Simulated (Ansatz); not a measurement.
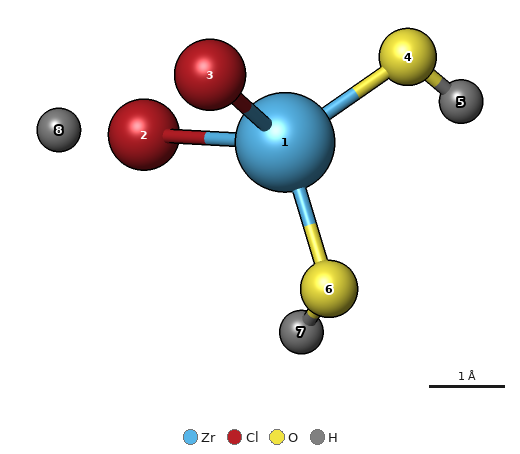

**Figure 1.** The input geometry (ball-and-stick view, seen at a tilt; atoms are numbered from 1 in the order of the input). Sticks mark near contacts. Bond lengths as drawn: Cl–Zr 2.52 to 2.77 Å, H–O 1.01 Å and O–Zr 2.07 Å.

Geometry relaxation, with input and output: ZrH$_{3}$Cl$_{2}$O$_{2}$

- system: ZrH$_{3}$Cl$_{2}$O$_{2}$, multiplicity 2
- method: UKS PBE0-D4/def2-SVP (Ansatz 0.2.0)

The input holds or restrains some coordinates. It belongs to a series of runs on one base structure; here: pulled along the bonds that form and break, towards end B. Figures and captions count atoms from 1; the log counts them from 0 in places.

### Input file
```yaml
crystal:
  periodic: [false, false, false]
  atoms:
    - { symbol: Zr, position_ang: [0.0, 0.0, 0.0] }
    - { symbol: Cl, position_ang: [0.0, 0.0, 2.77] }
    - { symbol: Cl, position_ang: [2.3764, 0.0, -0.8392] }
    - { symbol: O, position_ang: [-0.975, 1.6891, -0.6893] }
    - { symbol: H, position_ang: [-1.9328, 1.4584, -0.9117] }
    - { symbol: O, position_ang: [-0.975, -1.6891, -0.6893] }
    - { symbol: H, position_ang: [-1.4296, -2.1548, 0.0831] }
    - { symbol: H, position_ang: [0.0, 0.0, 4.44] }
magnetization:
  spin_polarized: true
  initial_magnetization: 1
basis:
  gaussian: { orbitals: def2-SVP }
hamiltonian:
  xc: pbe0
  dispersion: d4
relax:
  f_tol: 0.15
  max_steps: 25
  restrain:
    - { distance: [1, 7], at: 1.37, k: 30.0 }
    - { distance: [0, 1], at: 3.72, k: 30.0 }
output:
  orbitals: {}
```

Machine: 4 threads of AMD EPYC (Zen 3), 24 GiB of memory available, shared host.

Launched with:
```bash
ansatz run input.yaml --threads 4 --pin off --max-ram 5120MiB --backend cpu --events-out ev --progress --plain --runs-dir out
```

### What the program printed
```
The last accepted step is kept in [file] (removed where the run ends without a failure and the disk answers)
Engine: ansatz 0.2.0, x86_64-unknown-linux-gnu
Functional definition: PBE0
  parameter a = 0.25
  parameter kappa = 0.804
  parameter beta = 0.06672455060314922
  exchange = (1 - a)*pbe_x(kappa = kappa, mu = beta*pi^2/3) + a*exact_x
  correlation = pbe_c(beta = beta)
1129 factors; integrals over basis functions are off by at most 4.7e-4 eV
mean field evaluation 1: about -30437.1117 eV, gradient 5.2e1 eV
mean field evaluation 2: about -30253.2928 eV, gradient 2.1e2 eV
mean field evaluation 4: about -30447.1131 eV, gradient 1.2e1 eV
mean field evaluation 8: about -30448.1457 eV, gradient 3.4e-1 eV
mean field evaluation 16: about -30448.1470 eV, gradient 9.7e-4 eV
mean field -30448.14704370 eV, -1118.9487653608 hartree, gradient 4.4e-5 eV, S^2 0.766908; 2 other end points of the search recorded, 0 dependent functions left out
the calculation of the forces begins
reference -30448.14710989 eV, -1118.9487677932 hartree; 33, 32 occupied and 77, 78 virtual orbitals, 1129 factors
relax step   1: F+E_penalty+E_count = -30448.30354030 eV  Δ(F+E_penalty+E_count) = +0.000e0 eV  max|allowed force component| = 3.057e0 eV/Å  E_restraint = 14.88750000 eV  max|allowed force component, restraints' pulls added| = 3.629e1 eV/Å  Δτ_max = 0.0000 Å  (47 SCF iters, accepted)
  distance Cl 1 - H 7 = 1.6700 Å
  distance Zr 0 - Cl 1 = 2.7700 Å
these checks for a lower state are left out or cut short: starts, cluster_reference, orbital_swaps, neighbouring_geometries, increment
1129 factors; integrals over basis functions are off by at most 7.8e-4 eV
mean field evaluation 32: about -30448.7127 eV, gradient 2.3e-3 eV
mean field -30448.71268505 eV, -1118.9695522967 hartree, gradient 1.6e-5 eV, S^2 0.756540; 0 other end points of the search recorded, 0 dependent functions left out
[... from here on the field's lines of each further geometry are left out, up to the last ...]
relax step   2: F+E_penalty+E_count = -30448.86477660 eV  Δ(F+E_penalty+E_count) = -5.612e-1 eV  max|allowed force component| = 2.180e0 eV/Å  E_restraint = 5.05294754 eV  max|allowed force component, restraints' pulls added| = 2.204e1 eV/Å  Δτ_max = 0.1912 Å  (49 SCF iters, accepted)
relax step   3: F+E_penalty+E_count = -30449.35509918 eV  Δ(F+E_penalty+E_count) = -4.903e-1 eV  max|allowed force component| = 1.028e0 eV/Å  E_restraint = 0.68932864 eV  max|allowed force component, restraints' pulls added| = 6.246e0 eV/Å  Δτ_max = 0.1949 Å  (44 SCF iters, accepted)
relax step   4: F+E_penalty+E_count = -30449.44999893 eV  Δ(F+E_penalty+E_count) = -9.490e-2 eV  max|allowed force component| = 1.538e0 eV/Å  E_restraint = 0.00765482 eV  max|allowed force component, restraints' pulls added| = 9.479e-1 eV/Å  Δτ_max = 0.1713 Å  (43 SCF iters, accepted)
relax step   5: F+E_penalty+E_count = -30449.58264412 eV  Δ(F+E_penalty+E_count) = -1.326e-1 eV  max|allowed force component| = 1.325e0 eV/Å  E_restraint = 0.01552170 eV  max|allowed force component, restraints' pulls added| = 7.832e-1 eV/Å  Δτ_max = 0.1999 Å  (40 SCF iters, accepted)
relax step   6: F+E_penalty+E_count = -30449.67872103 eV  Δ(F+E_penalty+E_count) = -9.608e-2 eV  max|allowed force component| = 1.242e0 eV/Å  E_restraint = 0.01989816 eV  max|allowed force component, restraints' pulls added| = 8.629e-1 eV/Å  Δτ_max = 0.1910 Å  (40 SCF iters, accepted)
relax step   7: F+E_penalty+E_count = -30449.72922611 eV  Δ(F+E_penalty+E_count) = -5.051e-2 eV  max|allowed force component| = 1.306e0 eV/Å  E_restraint = 0.01720904 eV  max|allowed force component, restraints' pulls added| = 4.508e-1 eV/Å  Δτ_max = 0.1273 Å  (39 SCF iters, accepted)
relax step   8: F+E_penalty+E_count = -30449.78928534 eV  Δ(F+E_penalty+E_count) = -6.006e-2 eV  max|allowed force component| = 1.187e0 eV/Å  E_restraint = 0.02182439 eV  max|allowed force component, restraints' pulls added| = 2.896e-1 eV/Å  Δτ_max = 0.2000 Å  (40 SCF iters, accepted)
relax step   9: F+E_penalty+E_count = -30449.81635693 eV  Δ(F+E_penalty+E_count) = -2.707e-2 eV  max|allowed force component| = 1.164e0 eV/Å  E_restraint = 0.02281505 eV  max|allowed force component, restraints' pulls added| = 5.693e-2 eV/Å  Δτ_max = 0.1949 Å  (39 SCF iters, accepted)
relax step  10: F+E_penalty+E_count = -30449.71486655 eV  Δ(F+E_penalty+E_count) = +1.015e-1 eV  max|allowed force component| = 1.979e0 eV/Å  E_restraint = 0.00009598 eV  max|allowed force component, restraints' pulls added| = 2.048e0 eV/Å  Δτ_max = 0.1838 Å  (40 SCF iters, rejected (line search))
relax step  11: F+E_penalty+E_count = -30449.80844269 eV  Δ(F+E_penalty+E_count) = +7.914e-3 eV  max|allowed force component| = 1.349e0 eV/Å  E_restraint = 0.01366718 eV  max|allowed force component, restraints' pulls added| = 4.635e-1 eV/Å  Δτ_max = 0.0896 Å  (38 SCF iters, accepted)
the calculation of the forces begins
reference -30449.66109634 eV, -1119.0044057691 hartree; 33, 32 occupied and 77, 78 virtual orbitals, 1129 factors
relax step  12: F+E_penalty+E_count = -30449.82285369 eV  Δ(F+E_penalty+E_count) = -1.441e-2 eV  max|allowed force component| = 1.139e0 eV/Å  E_restraint = 0.02225148 eV  max|allowed force component, restraints' pulls added| = 3.155e-2 eV/Å  Δτ_max = 0.0761 Å  (41 SCF iters, accepted)
  distance Cl 1 - H 7 = 1.3315 Å
  distance Zr 0 - Cl 1 = 3.7192 Å
1129 factors; integrals over basis functions are off by at most 1.3e-3 eV
mean field evaluation 128: about -30449.6610 eV, gradient 2.0e-4 eV
```

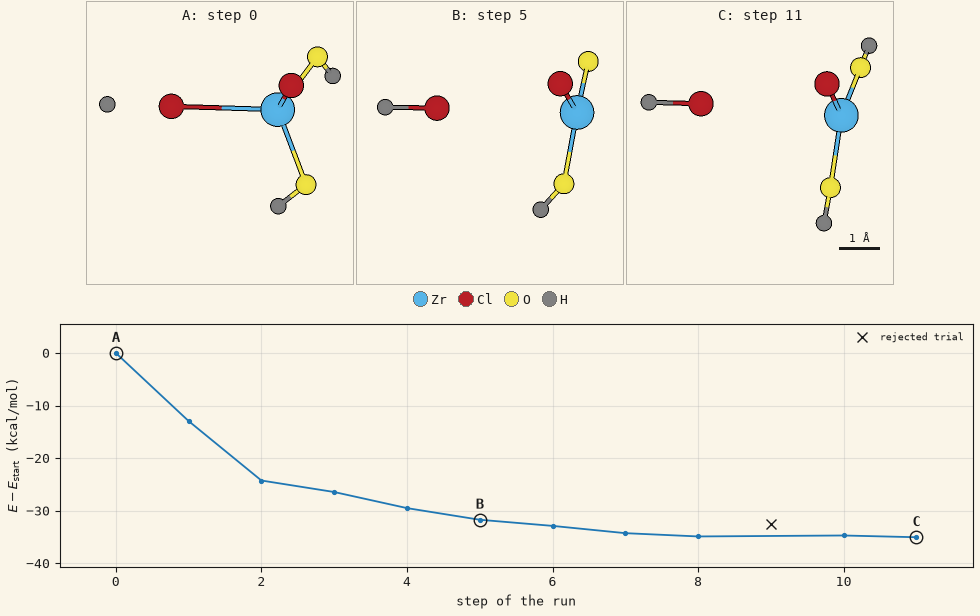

**Figure 2.** Frames of the restrained relaxation (ball-and-stick view, seen on its broad side) above the curves, on which the letters mark them (the first geometry is step 0 here and step 1 in the log).

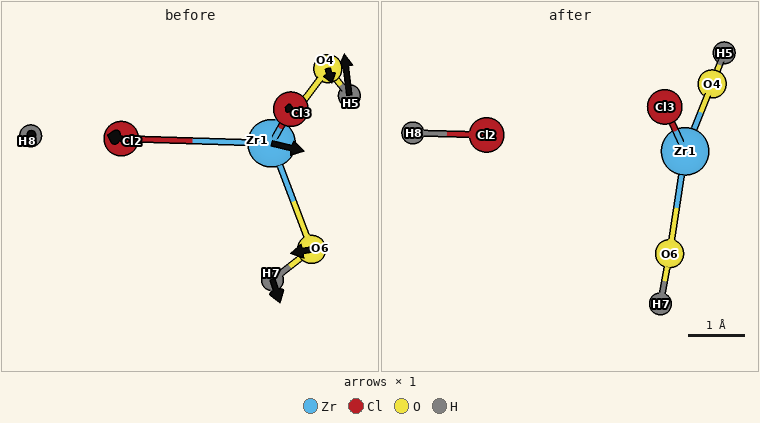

**Figure 3.** Before (left) and after (right) the restrained relaxation, at one scale (ball-and-stick view, seen on its broad side). The black arrows give the displacements, at true length. The atom that moves furthest after the best rigid fit is H5 (0.78 Å). By element the largest moves are H 0.78 Å, Zr 0.63 Å, O 0.40 Å, Cl 0.40 Å. Among the contacts that change: Zr1–Cl2 2.770 → 3.719 Å, Cl2–H8 1.670 → 1.331 Å, Zr1–O4 2.069 → 1.908 Å, Zr1–Cl3 2.520 → 2.378 Å. Bonds break: Zr1–Cl2 (2.77 → 3.72 Å). Among the angles that change: Zr1–O4–H5 109.5° → 175.6°, Cl3–Zr1–O4 109.5° → 120.2°, O4–Zr1–O6 109.5° → 119.4°. Over 11 geometry steps the energy falls by 35.0 kcal/mol. The largest force component goes from 3.1 to 1.1 eV/Å. The line search rejected the trial step at point 9 (counted from 0) and went back. (Atoms are counted from 1 in the order of the input.)

```
mean field -30449.66103357 eV, -1119.0044034623 hartree, gradient 2.2e-5 eV, S^2 0.752502; 3 other end points of the search recorded, 0 dependent functions left out
the calculation of the forces begins
reference -30449.66109634 eV, -1119.0044057691 hartree; 33, 32 occupied and 77, 78 virtual orbitals, 1129 factors
Total energy: -30449.82291646 eV, -1119.0103525488 hartree
Atom 0 at    -0.058713    -0.108238    -0.615283 Å, force     0.007944     0.002341     0.042786 eV/Å
Atom 1 at    -0.217036     0.109238     3.094157 Å, force     0.316563    -0.093274     1.100003 eV/Å
Atom 2 at     2.310721     0.077713    -0.699915 Å, force     0.005325     0.001374     0.004914 eV/Å
Atom 3 at    -1.149151     1.451863    -0.752774 Å, force    -0.009596     0.005991    -0.000798 eV/Å
Atom 4 at    -1.748355     2.196614    -0.786115 Å, force     0.001178     0.000239    -0.000732 eV/Å
Atom 5 at    -0.881935    -1.803067    -0.316973 Å, force     0.001031    -0.000923    -0.005261 eV/Å
Atom 6 at    -1.338114    -2.622319    -0.130021 Å, force    -0.010012    -0.011776    -0.001995 eV/Å
Atom 7 at     0.146584     0.001795     4.370524 Å, force    -0.312432     0.096029    -1.138917 eV/Å
Dipole moment:    -0.654036    -0.073465     0.433771 e Å
```

### Trajectory as extended XYZ (Å, eV, eV/Å), 12 frames, from step=1 to step=12
```
8
Properties=species:S:1:pos:R:3:forces:R:3 step=1 energy=-30448.30354
Zr    0.0000    0.0000    0.0000   -0.1656   0.1240  -1.5767
Cl    0.0000    0.0000    2.7700   -0.1260  -0.0038  -1.2113
Cl    2.3764    0.0000   -0.8392   -1.9254   0.0176   0.7767
O    -0.9750    1.6891   -0.6893   -0.6312  -3.0573   0.7866
H    -1.9328    1.4584   -0.9117    1.7084   0.6979   0.2434
O    -0.9750   -1.6891   -0.6893    0.4134   1.6792   2.8001
H    -1.4296   -2.1548    0.0831    0.6940   0.5631  -1.5266
H     0.0000    0.0000    4.4400    0.0324  -0.0207  -0.2922
8
Properties=species:S:1:pos:R:3:forces:R:3 step=2 energy=-30448.86478
Zr    0.0041    0.0006   -0.1912    0.1669  -0.0688  -1.2254
Cl   -0.0014    0.0000    2.9571   -0.0547   0.0056   1.8927
Cl    2.3600    0.0002   -0.8338   -0.9826   0.0249   0.4194
O    -0.9778    1.6679   -0.6847   -0.7717  -1.7739   0.2780
H    -1.9237    1.4635   -0.9112    1.1054   0.6249   0.1491
O    -0.9724   -1.6771   -0.6742    0.0176   0.7879   1.7670
H    -1.4253   -2.1512    0.0748    0.4961   0.4146  -1.1010
H     0.0004   -0.0002    4.4268    0.0229  -0.0152  -2.1798
8
Properties=species:S:1:pos:R:3:forces:R:3 step=3 energy=-30449.35510
Zr    0.0144   -0.0034   -0.3811    0.2773  -0.1576  -0.6391
Cl   -0.0023    0.0001    3.1520   -0.0175   0.0004  -0.9930
Cl    2.3570    0.0010   -0.8313   -0.1979   0.0251   0.1593
O    -0.9894    1.6506   -0.6854   -0.3289  -0.7845   0.0926
H    -1.9191    1.4761   -0.9117    0.1561   0.4937   0.0115
O    -0.9759   -1.6721   -0.6604   -0.0351   0.3882   0.8673
H    -1.4215   -2.1483    0.0645    0.1370   0.0394  -0.5269
H     0.0008   -0.0005    4.4170    0.0089  -0.0048   1.0283
8
Properties=species:S:1:pos:R:3:forces:R:3 step=4 energy=-30449.45000
Zr    0.0642   -0.0357   -0.5417   -0.3983   0.1112  -0.3516
Cl   -0.1258    0.0350    3.1836    0.2239  -0.0507   1.4722
Cl    2.4188   -0.0041   -0.8457    0.0254   0.0035   0.0759
O    -0.9935    1.6044   -0.7099   -0.5915  -0.6894  -0.0244
H    -1.9626    1.5532   -0.8455    0.7426   0.3067   0.1138
O    -0.9964   -1.6686   -0.6570    0.2267   0.3709   0.5742
H    -1.4016   -2.1753    0.0597   -0.0106  -0.0958  -0.3226
H     0.0609   -0.0053    4.5201   -0.2183   0.0436  -1.5375
8
Properties=species:S:1:pos:R:3:forces:R:3 step=5 energy=-30449.58264
Zr    0.0884   -0.0488   -0.6974   -0.5306  -0.2051  -0.0274
Cl   -0.2149    0.0126    3.0155    0.1970  -0.0383   1.2720
Cl    2.4616    0.0071   -0.8587   -0.0235   0.0182   0.0396
O    -0.9787    1.5829   -0.6517   -0.5002  -0.4737  -0.1176
H    -1.9513    1.6542   -0.6838    0.6833   0.1600   0.0875
O    -0.9474   -1.6901   -0.4988    0.5000   0.7832   0.0931
H    -1.3718   -2.1885    0.1992   -0.1349  -0.2760  -0.0226
H    -0.0219   -0.0258    4.3393   -0.1911   0.0316  -1.3246
8
Properties=species:S:1:pos:R:3:forces:R:3 step=6 energy=-30449.67872
Zr    0.0533   -0.0660   -0.7831   -0.0372  -0.3342   0.0896
Cl   -0.1857    0.0003    2.9220    0.0696  -0.0409   1.1984
Cl    2.4376    0.0303   -0.8277   -0.1232   0.0094  -0.0013
O    -0.9731    1.5663   -0.7201   -0.8629  -0.0514   0.1128
H    -1.9101    1.7815   -0.5476    0.8163   0.0110  -0.1337
O    -0.9060   -1.6953   -0.3882   -0.0828   0.1080   0.5236
H    -1.3442   -2.2760    0.2547    0.2892   0.2632  -0.5479
H    -0.1080   -0.0375    4.2534   -0.0691   0.0349  -1.2415
8
Properties=species:S:1:pos:R:3:forces:R:3 step=7 energy=-30449.72923
Zr    0.0257   -0.0717   -0.7810   -0.0756  -0.1881   0.1511
Cl   -0.0590   -0.0074    2.9314   -0.0539  -0.0578   1.2683
Cl    2.4048    0.0567   -0.7194   -0.0732   0.0034  -0.0288
O    -1.0136    1.5497   -0.7900   -0.3370  -0.1192   0.0433
H    -1.9097    1.8636   -0.6138    0.3355   0.0524  -0.0693
O    -0.9180   -1.6839   -0.3367    0.0322   0.1745   0.1610
H    -1.3643   -2.3400    0.2069    0.1244   0.0771  -0.2191
H    -0.1019   -0.0634    4.2662    0.0477   0.0577  -1.3064
8
Properties=species:S:1:pos:R:3:forces:R:3 step=8 energy=-30449.78928
Zr   -0.0079   -0.0761   -0.7241    0.0029  -0.0587   0.0674
Cl   -0.0467   -0.0172    2.9941   -0.0238  -0.0326   1.1505
Cl    2.3680    0.0631   -0.7183    0.0014   0.0083  -0.0190
O    -1.0715    1.5097   -0.8216   -0.2896   0.1314   0.0450
H    -1.8707    2.0343   -0.7104    0.2574  -0.0632  -0.0574
O    -0.9159   -1.6963   -0.2940   -0.0227  -0.0954   0.1095
H    -1.3325   -2.4585    0.1128    0.0556   0.0727  -0.1095
H    -0.0588   -0.0555    4.3253    0.0188   0.0375  -1.1865
8
Properties=species:S:1:pos:R:3:forces:R:3 step=9 energy=-30449.81636
Zr   -0.0505   -0.0940   -0.6721   -0.0018   0.0102   0.1036
Cl   -0.1117    0.0132    3.0443    0.0947  -0.0266   1.1266
Cl    2.3228    0.0778   -0.7478   -0.0324  -0.0017  -0.0147
O    -1.1361    1.4717   -0.7841   -0.0190   0.0224  -0.0171
H    -1.7695    2.1893   -0.7715    0.0328  -0.0195  -0.0015
O    -0.8954   -1.7554   -0.2706    0.0240  -0.0463  -0.0239
H    -1.3026   -2.5794   -0.0041   -0.0033   0.0294  -0.0093
H     0.0070   -0.0195    4.3696   -0.0949   0.0322  -1.1638
8
Properties=species:S:1:pos:R:3:forces:R:3 step=10 energy=-30449.71487 accepted=F
Zr   -0.0865   -0.1072   -0.5870    0.0809  -0.1251   0.0238
Cl   -0.2703    0.0583    3.1254    0.6729  -0.0372   1.9272
Cl    2.2800    0.0872   -0.7620   -0.0549  -0.0030   0.0270
O    -1.1696    1.4517   -0.7634   -0.9004   1.4893  -0.0850
H    -1.6885    2.2926   -0.8277    0.8523  -1.4600   0.1020
O    -0.8809   -1.8227   -0.2988   -0.2593  -0.5486   0.0895
H    -1.2890   -2.6891   -0.1483    0.2701   0.6441  -0.1058
H     0.1688    0.0327    4.4254   -0.6615   0.0407  -1.9787
8
Properties=species:S:1:pos:R:3:forces:R:3 step=11 energy=-30449.80844
Zr   -0.0544   -0.0964   -0.6307   -0.0065  -0.0093   0.0062
Cl   -0.1879    0.0398    3.0831    0.2741  -0.0323   1.3065
Cl    2.3142    0.0732   -0.7549    0.0013  -0.0004   0.0105
O    -1.1261    1.4769   -0.7820   -0.0075  -0.0331   0.0439
H    -1.7634    2.1900   -0.7772   -0.0001   0.0203  -0.0228
O    -0.8912   -1.7805   -0.3045    0.0263   0.0305   0.0265
H    -1.3098   -2.6062   -0.0651   -0.0180  -0.0118  -0.0215
H     0.0825    0.0067    4.3950   -0.2696   0.0361  -1.3494
8
Properties=species:S:1:pos:R:3:forces:R:3 step=12 energy=-30449.82285
Zr   -0.0587   -0.1082   -0.6153    0.0079   0.0023   0.0428
Cl   -0.2170    0.1092    3.0942    0.3166  -0.0933   1.1000
Cl    2.3107    0.0777   -0.6999    0.0053   0.0014   0.0049
O    -1.1492    1.4519   -0.7528   -0.0096   0.0060  -0.0008
H    -1.7484    2.1966   -0.7861    0.0012   0.0002  -0.0007
O    -0.8819   -1.8031   -0.3170    0.0010  -0.0009  -0.0053
H    -1.3381   -2.6223   -0.1300   -0.0100  -0.0118  -0.0020
H     0.1466    0.0018    4.3705   -0.3124   0.0960  -1.1389
```

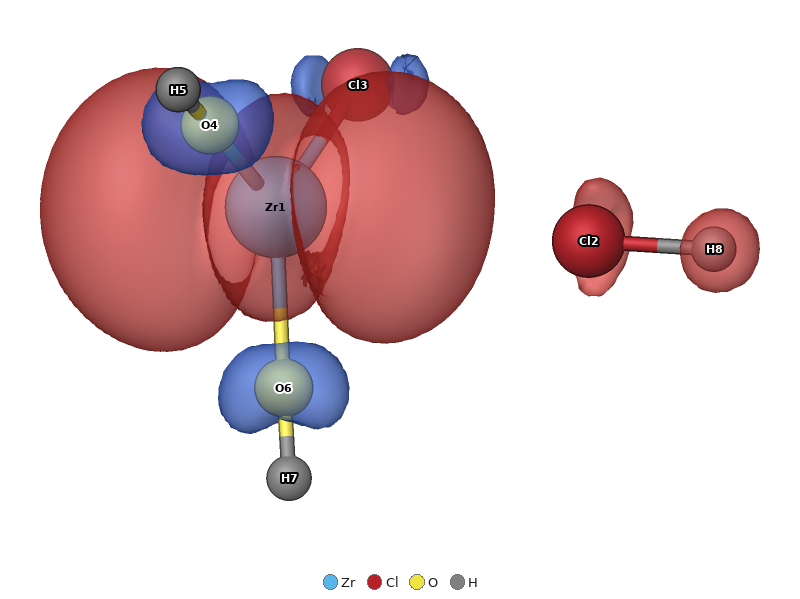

**Figure 4.** Isosurfaces of the spin density (α minus β) at +0.008 (red) and −0.008 e/Å³ (blue), seen at an oblique angle. The unpaired spin (1 electron) lies mostly on Zr1 (about 1.0), in electrons by Hirshfeld's partition.

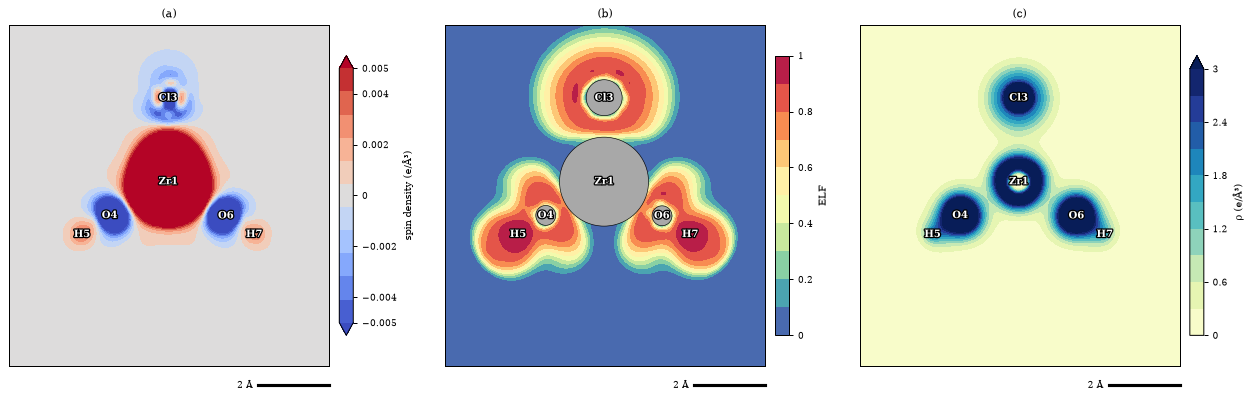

**Figure 5.** (a) spin density (α minus β); (b) electron localisation function; (c) total electron density on the plane of atoms Cl3, Zr1 and O4. Grey discs, where drawn, cover atomic cores. Zr–Cl (2.38 Å): ρ is about 0.54 e/Å³ halfway; the ELF peaks at about 0.85 in the valence shell of Cl, 0.8 Å from its nucleus, and is about 0.30 at the midpoint. The unpaired spin (1 electron) lies mostly on Zr1 (about 1.0), in electrons by Hirshfeld's partition.

### Key numbers

| quantity | value |
| --- | --- |
| outcome | converged under the restraints of the input |
| total energy | −30449.8229 eV |
| mean-field energy | −30449.6611 eV |
| ⟨S²⟩ | 0.753 |
| largest force (length of the vector) at the end, held atoms and coordinates included | 1.185 eV/Å |
| wall time | 37 s (CPU time 2.3 min) |
| peak memory | 0.4 GiB |
